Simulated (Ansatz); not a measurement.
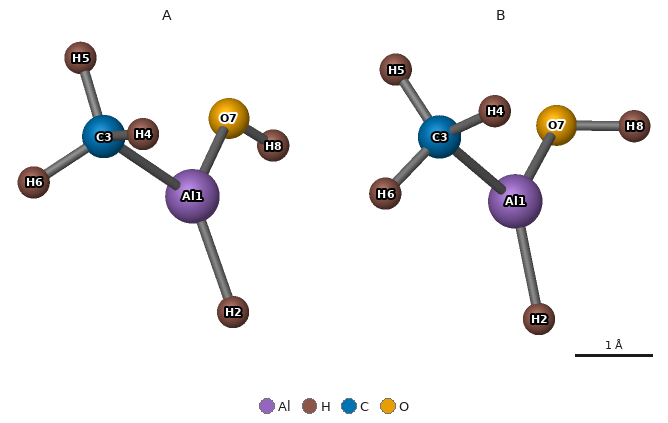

Two geometries of CH5AlO, drawn at one scale. One is the start of a relaxation, the other its converged end. Style: ball-and-stick. Shown from a free direction.

Computed with RKS B3LYP-D4/6-31G* in Ansatz 0.2.0. Settings: no spin polarisation; force threshold 0.02 eV/Å; at most 40 steps.

Which geometry has the lower energy?

Answer. Structure A is the relaxed one. The run prepares the start of a later molecular dynamics calculation, from a guessed geometry. The atom that moves furthest after the best rigid fit is H8 (0.63 Å). Largest moves by element: H 0.63 Å, O 0.23 Å, Al 0.20 Å, C 0.02 Å. Some distances before and after: Al1–O7 1.780 → 1.719 Å, O7–H8 1.010 → 0.966 Å, Al1–H2 1.560 → 1.594 Å, Al1–C3 1.970 → 1.953 Å. Among the angles between lasting bonds that change: Al1–O7–H8 109.5° → 119.6°, H2–Al1–C3 120.0° → 124.3°, H4–C3–H6 109.4° → 106.5°. Groups turn about Al1–O7 by about 60°, Al1–C3 by about 25°. The energy falls by 28.9 kJ/mol in 15 accepted moves (16 points after the start). Largest force component: 1.8 eV/Å at the start, 0.019 eV/Å at the end. The line search rejected the trial step at point 12 of the run. The forces were under the threshold at step 6, but the run went on from there.
